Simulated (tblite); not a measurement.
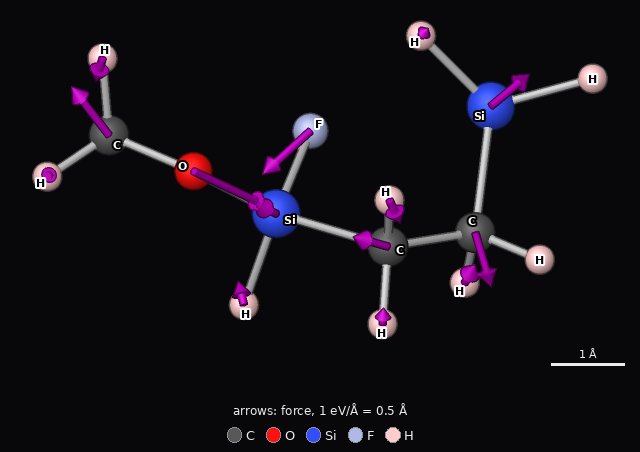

Starting geometry of C$_{3}$H$_{11}$FOSi$_{2}$ with the computed forces as purple arrows. Style: ball-and-stick. Shown at a tilt.

Method: GFN2-xTB geometry optimisation, gas phase in tblite. 

Question: Is this structure relaxed? If not, where do the atoms go?

Answer: It isn't relaxed: the largest force vector, on the O atom, is 3.18 eV/Å. The final displacements have little in common with the starting forces (cosine between the two patterns 0.16). An H atom moves most after the best rigid fit: 1.76 Å. By element the largest moves are H 1.76 Å, F 0.93 Å, Si 0.65 Å, C 0.55 Å, O 0.42 Å. Some distances before and after: F–Si 2.573 → 3.507 Å, Si–Si 3.331 → 3.626 Å, O–Si 1.703 → 1.614 Å, F–Si 1.680 → 1.621 Å. Among the angles between lasting bonds that change: C–O–Si 113.5° → 128.9°, C–Si–H 105.7° → 117.3°, F–Si–H 110.7° → 102.2°. Groups turn about C–Si by about 50°, C–Si by about 50°, C–O by about 45°. Over 257 geometry steps the energy falls by 0.861 eV. Cost: 3.2 s on 1 thread of Arm Neoverse N1, on a shared host.
